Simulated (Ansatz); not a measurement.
## Response to strain in hypothetical P6_3/mmc SiS2

The reference is SiS2 in the 2H-MoS2 type structure (space group P6_3/mmc, No. 194; a = 3.224 Å, c = 12.153 Å; a hypothetical phase, not in the database extracts checked; layered, stacked along the Cartesian z axis).

Strains are applied to the cell and any free atomic positions relax.

All numbers come from Kohn–Sham DFT with the r2SCAN+rVV10 functional, run in Ansatz (a program for electronic structure) with PAW and 500 eV plane waves, spin-orbit coupling left out, earlier PAW set.

Notes on the quantities. energy relative to the base: free energy F.

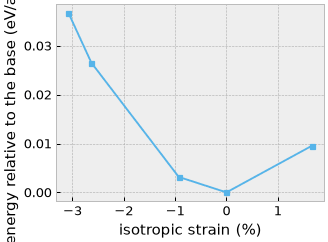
Fig. 1. Energy relative to the base against isotropic strain

```json
[
 {"isotropic strain (%)": "-3.08", "energy relative to the base": "+37 meV/atom"},
 {"isotropic strain (%)": "-2.63", "energy relative to the base": "+27 meV/atom"},
 {"isotropic strain (%)": "-0.93", "energy relative to the base": "+3.2 meV/atom"},
 {"isotropic strain (%)": "1.67", "energy relative to the base": "+9.6 meV/atom"}
]
```

Whether these cells are dynamically stable was not tested. The final runs are not spin-polarised.
